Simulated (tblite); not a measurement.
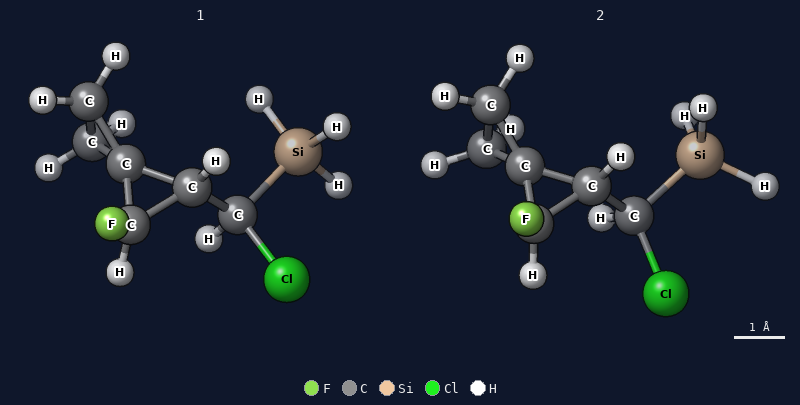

Two geometries of C6H10ClFSi, drawn at one scale. One is the start of a relaxation, the other its converged end. Style: ball-and-stick. Shown at a tilt.

Method: GFN2-xTB geometry optimisation, gas phase in tblite 0.8.0. 

Question: Which one is relaxed?

Answer: Structure 1 is the relaxed one. The atom that moves furthest after the best rigid fit is an H atom (1.16 Å). By element the largest moves are H 1.16 Å, Cl 0.72 Å, F 0.32 Å, C 0.21 Å, Si 0.12 Å. Some distances before and after: C–C 1.431 → 1.488 Å, C–H 1.134 → 1.080 Å, C–C 1.424 → 1.474 Å, H–Si 1.503 → 1.459 Å. Bond angles that change, for instance: C–C–H 112.4° → 120.7°, C–C–H 126.4° → 118.3°, C–C–H 110.7° → 118.4°. Groups turn about C–Si by about 50°, C–C by about 25°. Over 137 geometry steps the energy falls by 0.843 eV.
